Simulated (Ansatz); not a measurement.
**Molecular dynamics of C$_{2}$H$_{6}$BF (part 2 of 2)**

C$_{2}$H$_{6}$BF; RKS revPBE-d4/def2-SVP (Ansatz 0.2.0). The geometry comes from this level: PBE0-D4/def2-TZVP.

Geometry of the input (Å):
```
C  -0.8095  0.9970  -0.5269
B  -0.1002  -0.3883  -0.3871
C  0.8892  -0.7775  0.7583
F  -0.3585  -1.3123  -1.3189
H  -0.2125  1.8196  -0.1269
H  -1.7281  0.9670  0.0744
H  -1.1066  1.2237  -1.5526
H  1.9002  -0.4872  0.4421
H  0.9144  -1.8518  0.9512
H  0.6945  -0.2414  1.6895
```

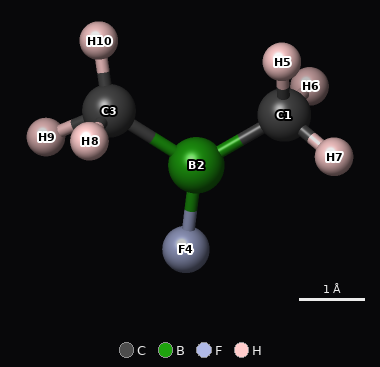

**Figure 1.** The geometry at step 20 of the log (ball-and-stick view, seen at a tilt; atoms are numbered from 1 in the order of the input).

Trajectory as extended XYZ, continued
```
10
Properties=species:S:1:pos:R:3:forces:R:3 step=10 time_fs=5.0 energy=-5561.09725 temperature=760.4
C    -0.8115    1.0192   -0.4531   -0.5876   1.2288  -0.0646
B    -0.1233   -0.3769   -0.4418    0.5320  -1.2101   2.0912
C     0.8993   -0.7327    0.7690    2.2616  -1.9113  -0.9162
F    -0.3797   -1.3769   -1.3492    0.1578   1.0845   0.4022
H    -0.2485    1.8885    0.0326   -0.2081  -1.0545  -0.3221
H    -1.8256    1.0136    0.1044    0.9647  -0.2008  -0.8969
H    -0.9277    1.2862   -1.5279   -0.5982   0.2866   0.1085
H     1.9551   -0.6007    0.2192   -1.4355   0.4340   0.9816
H     1.0954   -1.8549    0.9858   -0.8477   0.9376  -0.3913
H     0.9479   -0.2819    1.8032   -0.2390   0.4053  -0.9925
10
Properties=species:S:1:pos:R:3:forces:R:3 step=11 time_fs=5.5 energy=-5560.97805 temperature=719.9
C    -0.8116    1.0200   -0.4468   -0.4513   1.5272  -0.0661
B    -0.1236   -0.3760   -0.4446    0.4881  -1.3534   2.0825
C     0.9017   -0.7270    0.7671    2.3248  -2.4547  -0.4216
F    -0.3821   -1.3831   -1.3527    0.2027   1.2530   0.5300
H    -0.2430    1.8976    0.0494   -0.3632  -1.3170  -0.4579
H    -1.8291    1.0188    0.1050    0.9799  -0.2133  -0.9002
H    -0.9182    1.2980   -1.5235   -0.6025   0.2589   0.1984
H     1.9487   -0.6130    0.2109   -1.2998   0.4887   0.9428
H     1.1083   -1.8787    0.9936   -0.9797   1.5638  -0.5122
H     0.9696   -0.2768    1.8178   -0.2989   0.2468  -1.3957
10
Properties=species:S:1:pos:R:3:forces:R:3 step=12 time_fs=6.0 energy=-5560.86791 temperature=640.1
C    -0.8117    1.0209   -0.4405   -0.2691   1.7526  -0.1078
B    -0.1234   -0.3754   -0.4463    0.4220  -1.4811   2.0199
C     0.9041   -0.7213    0.7648    2.3038  -2.8488  -0.0350
F    -0.3847   -1.3896   -1.3563    0.2532   1.4302   0.6754
H    -0.2389    1.9042    0.0669   -0.4773  -1.5153  -0.5672
H    -1.8290    1.0228    0.1034    0.9066  -0.2240  -0.8538
H    -0.9103    1.3120   -1.5174   -0.5987   0.2238   0.2686
H     1.9397   -0.6245    0.2052   -1.1029   0.5407   0.8603
H     1.1178   -1.8976    0.9991   -1.0703   1.9841  -0.5887
H     0.9915   -0.2713    1.8271   -0.3673   0.1377  -1.6718
10
Properties=species:S:1:pos:R:3:forces:R:3 step=13 time_fs=6.5 energy=-5560.78380 temperature=612.8
C    -0.8119    1.0224   -0.4344   -0.0355   1.9017  -0.1903
B    -0.1231   -0.3749   -0.4479    0.3490  -1.5762   1.9452
C     0.9068   -0.7157    0.7623    2.1485  -3.1213   0.2492
F    -0.3872   -1.3963   -1.3600    0.3020   1.5990   0.8158
H    -0.2336    1.9086    0.0820   -0.5723  -1.6614  -0.6379
H    -1.8264    1.0248    0.1003    0.7699  -0.2210  -0.7666
H    -0.9035    1.3287   -1.5098   -0.5955   0.1808   0.3114
H     1.9269   -0.6346    0.2020   -0.8094   0.6001   0.7225
H     1.1247   -1.9103    0.9991   -1.1292   2.2361  -0.6101
H     1.0102   -0.2651    1.8312   -0.4274   0.0622  -1.8391
10
Properties=species:S:1:pos:R:3:forces:R:3 step=14 time_fs=7.0 energy=-5560.72482 temperature=586.9
C    -0.8125    1.0242   -0.4288    0.2119   1.9810  -0.2688
B    -0.1222   -0.3746   -0.4502    0.2707  -1.6467   1.8758
C     0.9101   -0.7104    0.7599    1.8700  -3.3111   0.4651
F    -0.3898   -1.4030   -1.3639    0.3513   1.7548   0.9464
H    -0.2283    1.9099    0.0951   -0.6406  -1.7512  -0.6686
H    -1.8234    1.0260    0.0965    0.6099  -0.2136  -0.6652
H    -0.8972    1.3486   -1.4999   -0.5979   0.1345   0.3062
H     1.9127   -0.6414    0.2031   -0.4256   0.6561   0.5219
H     1.1301   -1.9176    0.9957   -1.1661   2.3825  -0.5979
H     1.0267   -0.2584    1.8311   -0.4836   0.0137  -1.9148
10
Properties=species:S:1:pos:R:3:forces:R:3 step=15 time_fs=7.5 energy=-5560.69224 temperature=581.8
C    -0.8133    1.0264   -0.4236    0.4168   1.9584  -0.3028
B    -0.1212   -0.3745   -0.4525    0.1968  -1.6966   1.8130
C     0.9142   -0.7062    0.7581    1.4516  -3.4269   0.6543
F    -0.3926   -1.4095   -1.3680    0.3993   1.8991   1.0699
H    -0.2255    1.9073    0.1066   -0.6607  -1.7670  -0.6536
H    -1.8209    1.0259    0.0933    0.4610  -0.2055  -0.5713
H    -0.8920    1.3700   -1.4869   -0.6066   0.1013   0.2271
H     1.8975   -0.6453    0.2083    0.0629   0.7047   0.2486
H     1.1334   -1.9205    0.9908   -1.1824   2.4545  -0.5638
H     1.0420   -0.2505    1.8273   -0.5388  -0.0220  -1.9213
10
Properties=species:S:1:pos:R:3:forces:R:3 step=16 time_fs=8.0 energy=-5560.68234 temperature=602.2
C    -0.8139    1.0290   -0.4188    0.5338   1.8321  -0.3637
B    -0.1204   -0.3749   -0.4547    0.1300  -1.7121   1.7499
C     0.9185   -0.7029    0.7569    0.8865  -3.5071   0.8088
F    -0.3953   -1.4160   -1.3719    0.4429   2.0267   1.1841
H    -0.2256    1.9003    0.1146   -0.6163  -1.6903  -0.5737
H    -1.8194    1.0248    0.0911    0.3416  -0.1974  -0.4917
H    -0.8891    1.3930   -1.4729   -0.6125   0.0617   0.1352
H     1.8815   -0.6490    0.2163    0.6625   0.7501  -0.1007
H     1.1332   -1.9206    0.9843   -1.1799   2.4816  -0.5046
H     1.0563   -0.2403    1.8186   -0.5884  -0.0453  -1.8435
10
Properties=species:S:1:pos:R:3:forces:R:3 step=17 time_fs=8.5 energy=-5560.69956 temperature=641.2
C    -0.8146    1.0321   -0.4140    0.5907   1.5955  -0.4664
B    -0.1197   -0.3761   -0.4568    0.0659  -1.6908   1.6783
C     0.9229   -0.7007    0.7559    0.2948  -3.5476   0.8349
F    -0.3983   -1.4225   -1.3759    0.4832   2.1391   1.2916
H    -0.2270    1.8886    0.1202   -0.5173  -1.5232  -0.4334
H    -1.8186    1.0230    0.0884    0.2334  -0.1881  -0.4118
H    -0.8881    1.4173   -1.4580   -0.6118   0.0193   0.0357
H     1.8687   -0.6526    0.2238    1.2370   0.7852  -0.4481
H     1.1294   -1.9155    0.9770   -1.1582   2.4388  -0.4273
H     1.0681   -0.2294    1.8040   -0.6178  -0.0283  -1.6536
10
Properties=species:S:1:pos:R:3:forces:R:3 step=18 time_fs=9.0 energy=-5560.74205 temperature=745.2
C    -0.8151    1.0361   -0.4093    0.6053   1.2352  -0.5796
B    -0.1193   -0.3780   -0.4582    0.0123  -1.6382   1.5880
C     0.9274   -0.6998    0.7552   -0.2860  -3.5303   0.7151
F    -0.4010   -1.4293   -1.3796    0.5160   2.2418   1.3951
H    -0.2294    1.8733    0.1258   -0.3730  -1.2771  -0.2437
H    -1.8187    1.0201    0.0826    0.1152  -0.1767  -0.3076
H    -0.8903    1.4428   -1.4405   -0.5937  -0.0060  -0.1126
H     1.8591   -0.6546    0.2301    1.7519   0.8147  -0.7750
H     1.1245   -1.9042    0.9683   -1.1228   2.2992  -0.3282
H     1.0773   -0.2188    1.7844   -0.6252   0.0374  -1.3514
10
Properties=species:S:1:pos:R:3:forces:R:3 step=19 time_fs=9.5 energy=-5560.79331 temperature=748.1
C    -0.8154    1.0408   -0.4047    0.5752   0.7836  -0.6968
B    -0.1191   -0.3805   -0.4589   -0.0284  -1.5540   1.4833
C     0.9317   -0.6999    0.7546   -0.8482  -3.4491   0.4681
F    -0.4028   -1.4358   -1.3827    0.5375   2.3240   1.4848
H    -0.2321    1.8552    0.1325   -0.1943  -0.9719  -0.0185
H    -1.8197    1.0170    0.0733   -0.0072  -0.1677  -0.1832
H    -0.8952    1.4684   -1.4213   -0.5559  -0.0097  -0.3001
H     1.8520   -0.6548    0.2365    2.2139   0.8417  -1.0874
H     1.1188   -1.8880    0.9578   -1.0745   2.0555  -0.2021
H     1.0849   -0.2079    1.7607   -0.6181   0.1476  -0.9481
10
Properties=species:S:1:pos:R:3:forces:R:3 step=20 time_fs=10.0 energy=-5560.84699 temperature=750.2
C    -0.8153    1.0454   -0.4006    0.4986   0.2831  -0.8664
B    -0.1191   -0.3831   -0.4592   -0.0580  -1.4697   1.3666
C     0.9354   -0.7013    0.7537   -1.2892  -3.2670   0.0439
F    -0.4042   -1.4419   -1.3854    0.5506   2.3912   1.5622
H    -0.2349    1.8348    0.1394    0.0251  -0.6120   0.2478
H    -1.8207    1.0138    0.0629   -0.1299  -0.1599  -0.0623
H    -0.8991    1.4934   -1.4032   -0.5141  -0.0101  -0.4659
H     1.8488   -0.6521    0.2410    2.5155   0.8603  -1.3183
H     1.1125   -1.8665    0.9473   -1.0072   1.6661  -0.0592
H     1.0897   -0.1977    1.7338   -0.5914   0.3179  -0.4482
10
Properties=species:S:1:pos:R:3:forces:R:3 step=21 time_fs=10.5 energy=-5560.88688 temperature=730.9
C    -0.8149    1.0497   -0.3968    0.3277  -0.2223  -1.1529
B    -0.1192   -0.3855   -0.4589   -0.0798  -1.4050   1.2245
C     0.9381   -0.7034    0.7526   -1.5593  -2.9728  -0.5379
F    -0.4052   -1.4479   -1.3882    0.5604   2.4590   1.6420
H    -0.2388    1.8135    0.1458    0.2980  -0.1985   0.5667
H    -1.8220    1.0099    0.0538   -0.2210  -0.1500   0.0292
H    -0.9013    1.5187   -1.3882   -0.4710  -0.0466  -0.5334
H     1.8494   -0.6465    0.2431    2.6151   0.8617  -1.4425
H     1.1057   -1.8422    0.9382   -0.9170   1.1360   0.0948
H     1.0931   -0.1874    1.7054   -0.5531   0.5384   0.1096
10
Properties=species:S:1:pos:R:3:forces:R:3 step=22 time_fs=11.0 energy=-5560.90954 temperature=704.7
C    -0.8144    1.0532   -0.3932    0.1156  -0.6687  -1.5525
B    -0.1191   -0.3878   -0.4578   -0.0973  -1.3506   1.0563
C     0.9407   -0.7056    0.7513   -1.6229  -2.5468  -1.2767
F    -0.4061   -1.4535   -1.3910    0.5705   2.5246   1.7270
H    -0.2421    1.7925    0.1521    0.5800   0.2179   0.9017
H    -1.8236    1.0052    0.0444   -0.2994  -0.1375   0.1097
H    -0.9029    1.5434   -1.3769   -0.4178  -0.1300  -0.4885
H     1.8548   -0.6384    0.2418    2.4662   0.8346  -1.4241
H     1.0967   -1.8168    0.9287   -0.7928   0.4691   0.2683
H     1.0946   -0.1768    1.6775   -0.5019   0.7874   0.6786
10
Properties=species:S:1:pos:R:3:forces:R:3 step=23 time_fs=11.5 energy=-5560.91505 temperature=722.4
C    -0.8141    1.0563   -0.3900   -0.0457  -0.9986  -1.9522
B    -0.1191   -0.3902   -0.4564   -0.1152  -1.2943   0.8802
C     0.9435   -0.7080    0.7497   -1.4808  -1.9466  -2.1594
F    -0.4069   -1.4589   -1.3934    0.5772   2.5778   1.8026
H    -0.2421    1.7730    0.1599    0.8043   0.5560   1.1830
H    -1.8250    1.0027    0.0347   -0.3849  -0.1304   0.1981
H    -0.9058    1.5684   -1.3673   -0.3495  -0.2361  -0.3915
H     1.8652   -0.6264    0.2355    2.0677   0.7719  -1.2558
H     1.0864   -1.7913    0.9180   -0.6333  -0.3514   0.4612
H     1.0937   -0.1661    1.6506   -0.4399   1.0517   1.2339
10
Properties=species:S:1:pos:R:3:forces:R:3 step=24 time_fs=12.0 energy=-5560.89961 temperature=701.7
C    -0.8140    1.0591   -0.3879   -0.1770  -1.1906  -2.2521
B    -0.1195   -0.3928   -0.4558   -0.1203  -1.2412   0.7177
C     0.9458   -0.7109    0.7479   -1.1642  -1.1491  -3.0812
F    -0.4072   -1.4644   -1.3955    0.5755   2.6183   1.8611
H    -0.2386    1.7556    0.1685    0.9392   0.7752   1.3732
H    -1.8276    1.0032    0.0253   -0.4239  -0.1311   0.2767
H    -0.9120    1.5936   -1.3580   -0.2658  -0.3462  -0.2906
H     1.8802   -0.6094    0.2263    1.4747   0.6655  -0.9716
H     1.0771   -1.7673    0.9076   -0.4508  -1.2874   0.6595
H     1.0907   -0.1546    1.6261   -0.3876   1.2865   1.7071
10
Properties=species:S:1:pos:R:3:forces:R:3 step=25 time_fs=12.5 energy=-5560.87415 temperature=751.1
C    -0.8144    1.0619   -0.3866   -0.2778  -1.2809  -2.3832
B    -0.1210   -0.3963   -0.4561   -0.1061  -1.1754   0.5738
C     0.9479   -0.7143    0.7458   -0.7335  -0.1963  -3.8441
F    -0.4071   -1.4699   -1.3975    0.5620   2.6428   1.9014
H    -0.2314    1.7397    0.1797    0.9602   0.8616   1.4437
H    -1.8324    1.0053    0.0171   -0.3854  -0.1317   0.3324
H    -0.9206    1.6167   -1.3486   -0.1729  -0.4294  -0.2175
H     1.8995   -0.5892    0.2164    0.7839   0.5098  -0.6295
H     1.0685   -1.7481    0.8991   -0.2638  -2.2024   0.8457
H     1.0864   -0.1396    1.6052   -0.3666   1.4019   1.9772
10
Properties=species:S:1:pos:R:3:forces:R:3 step=26 time_fs=13.0 energy=-5560.85354 temperature=741.1
C    -0.8151    1.0648   -0.3851   -0.2903  -1.2489  -2.3807
B    -0.1223   -0.4002   -0.4565   -0.1039  -1.1043   0.4202
C     0.9497   -0.7186    0.7430   -0.2743   0.8518  -4.2259
F    -0.4071   -1.4755   -1.3995    0.5469   2.6597   1.9339
H    -0.2203    1.7240    0.1951    0.8504   0.8170   1.3849
H    -1.8385    1.0063    0.0101   -0.3058  -0.1274   0.3766
H    -0.9304    1.6401   -1.3388   -0.0728  -0.5107  -0.1333
H     1.9202   -0.5694    0.2065    0.1359   0.3262  -0.3060
H     1.0594   -1.7359    0.8924   -0.0984  -2.9541   1.0095
H     1.0814   -0.1193    1.5894   -0.3876   1.2908   1.9208
10
Properties=species:S:1:pos:R:3:forces:R:3 step=27 time_fs=13.5 energy=-5560.84241 temperature=845.3
C    -0.8165    1.0678   -0.3839   -0.2036  -1.0873  -2.2717
B    -0.1229   -0.4042   -0.4568   -0.1287  -1.0270   0.2457
C     0.9507   -0.7230    0.7395    0.1843   1.9035  -4.2122
F    -0.4069   -1.4809   -1.4014    0.5342   2.6733   1.9641
H    -0.2069    1.7097    0.2143    0.6120   0.6571   1.2043
H    -1.8459    1.0054    0.0027   -0.2006  -0.1191   0.4164
H    -0.9410    1.6656   -1.3286    0.0357  -0.6124  -0.0241
H     1.9398   -0.5492    0.1961   -0.4291   0.1278  -0.0207
H     1.0498   -1.7302    0.8868    0.0371  -3.4554   1.1373
H     1.0761   -0.0939    1.5790   -0.4415   0.9394   1.5609
10
Properties=species:S:1:pos:R:3:forces:R:3 step=28 time_fs=14.0 energy=-5560.83391 temperature=857.2
C    -0.8180    1.0714   -0.3833   -0.0755  -0.8852  -2.0298
B    -0.1234   -0.4088   -0.4570   -0.1666  -0.9225   0.0606
C     0.9516   -0.7267    0.7351    0.6118   2.7324  -3.9978
F    -0.4061   -1.4861   -1.4033    0.5180   2.6768   1.9877
H    -0.1921    1.6971    0.2362    0.2834   0.4302   0.9254
H    -1.8548    1.0042   -0.0046   -0.0487  -0.1094   0.4421
H    -0.9532    1.6916   -1.3178    0.1500  -0.7040   0.0662
H     1.9583   -0.5275    0.1840   -0.9195  -0.0771   0.2361
H     1.0412   -1.7304    0.8834    0.1398  -3.6242   1.2109
H     1.0687   -0.0660    1.5713   -0.4927   0.4829   1.0986
10
Properties=species:S:1:pos:R:3:forces:R:3 step=29 time_fs=14.5 energy=-5560.82659 temperature=927.8
C    -0.8194    1.0752   -0.3835    0.1178  -0.6825  -1.7516
B    -0.1237   -0.4140   -0.4570   -0.2066  -0.8040  -0.1406
C     0.9525   -0.7300    0.7300    1.0017   3.0714  -3.6823
F    -0.4048   -1.4910   -1.4052    0.4981   2.6716   2.0065
H    -0.1770    1.6852    0.2593   -0.0744   0.1995   0.6076
H    -1.8623    1.0021   -0.0132    0.0599  -0.1019   0.4846
H    -0.9657    1.7179   -1.3066    0.2672  -0.7968   0.1463
H     1.9765   -0.5064    0.1715   -1.3413  -0.2756   0.4643
H     1.0337   -1.7393    0.8824    0.1959  -3.2998   1.2023
H     1.0579   -0.0380    1.5641   -0.5183   0.0181   0.6628
10
Properties=species:S:1:pos:R:3:forces:R:3 step=30 time_fs=15.0 energy=-5560.81756 temperature=962.1
C    -0.8207    1.0789   -0.3840    0.3870  -0.4736  -1.4336
B    -0.1241   -0.4199   -0.4566   -0.2384  -0.6765  -0.3508
C     0.9532   -0.7325    0.7242    1.3540   2.8090  -3.2819
F    -0.4029   -1.4957   -1.4072    0.4731   2.6601   2.0222
H    -0.1624    1.6748    0.2846   -0.4561  -0.0403   0.2491
H    -1.8683    0.9995   -0.0226    0.1183  -0.0932   0.5320
H    -0.9745    1.7440   -1.2957    0.3701  -0.8890   0.2186
H     1.9941   -0.4856    0.1594   -1.6953  -0.4622   0.6516
H     1.0286   -1.7590    0.8835    0.2079  -2.4149   1.0952
H     1.0457   -0.0102    1.5559   -0.5204  -0.4195   0.2977
```

Key numbers

| quantity | value |
| --- | --- |
| outcome | finished |
| mean temperature over the second half | 751 K |
| trajectory | 30 steps, 15 fs |
| ensemble | nvt_langevin |
| temperature in the input | 1500 K |
| time step | 0.5 fs |
| potential energy (last step) | −5560.8176 eV |
| mean-field energy (last step) | −5560.3600 eV |
| dispersion energy (last step) | −0.4576 eV |
| SCF solution under orbital rotations (last step) | stable |
| largest force (length of the vector) (last step) | 4.527 eV/Å |
| dipole moment (last step) | 1.61 D |
| hardware | 4 threads of Arm Neoverse V2, 23 GiB of memory available, shared host |
| wall time | 18 s (CPU time 63 s) |
| peak memory | 0.12 GiB |

Notes

So short a trajectory is not equilibrated. The logged temperature at the start can lie below the typed one, since it is counted over all degrees of freedom. The temperature stays far from the 1500 K of the thermostat over the second half: the run isn't equilibrated.
